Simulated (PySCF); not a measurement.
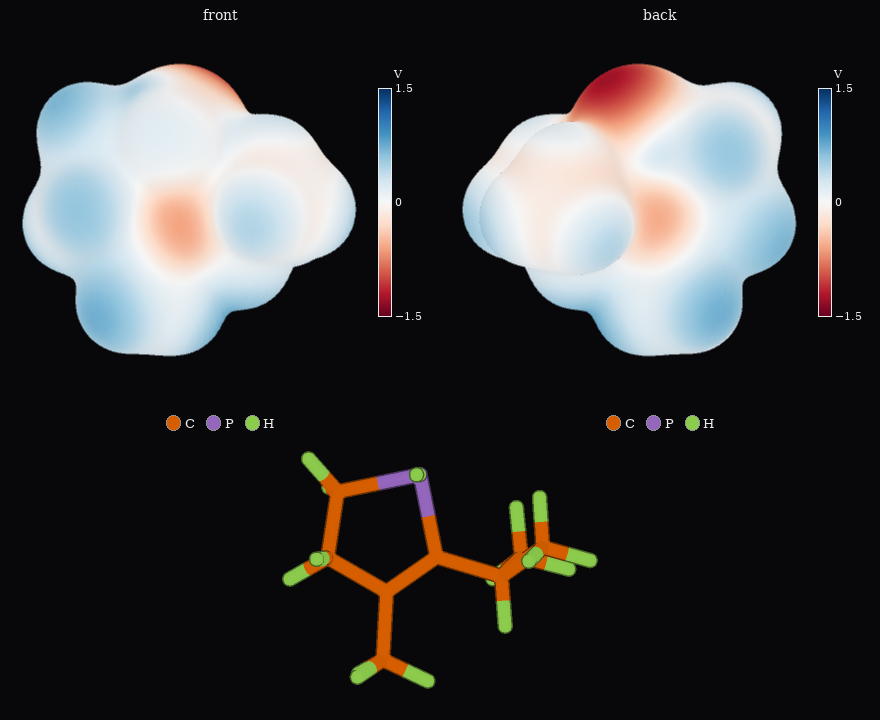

Figure 1: C8H15P. The molecular electrostatic potential painted on the density surface at 0.002 e/bohr³, seen from the front and from behind; red is negative and blue positive. The bare structure is drawn below in the same view.

Geometry: GFN2-xTB.

These are results of PBE0/pcSseg-1, SCF density, gas phase, non-relativistic (PySCF 2.14.0), not measurements.

```xyz
24

C     1.1405   -1.2723   -1.6804
C     0.9919   -0.1739   -0.6780
C    -0.0851    0.1228    0.0511
C    -1.4114   -0.5768    0.0914
C    -1.5585   -1.2979    1.4314
C    -2.5360    0.4398   -0.0941
P     0.1755    1.5603    1.1723
C     2.0065    1.4214    0.8740
C     2.1810    0.7315   -0.4774
H     0.1997   -1.7786   -1.8751
H     1.5211   -0.8675   -2.6180
H     1.8605   -2.0085   -1.3212
H    -1.4670   -1.3154   -0.7152
H    -0.7780   -2.0465    1.5498
H    -1.4738   -0.5781    2.2446
H    -2.5269   -1.7889    1.4993
H    -2.4340    0.9498   -1.0498
H    -2.4941    1.1833    0.7020
H    -3.5068   -0.0498   -0.0614
H    -0.0408    2.5268    0.1662
H     2.4151    0.7967    1.6748
H     2.4936    2.3957    0.9292
H     3.1177    0.1720   -0.5246
H     2.1975    1.4738   -1.2834
```

Question: Where is the surface potential most negative and most positive?

Answer: The most negative region (about −1.2 V) lies over P7, the most positive (about +0.7 V) over H10, H11, H12 and H13.

Question: What dipole moment does the calculation give?

Answer: Its dipole moment is 1.72 D.
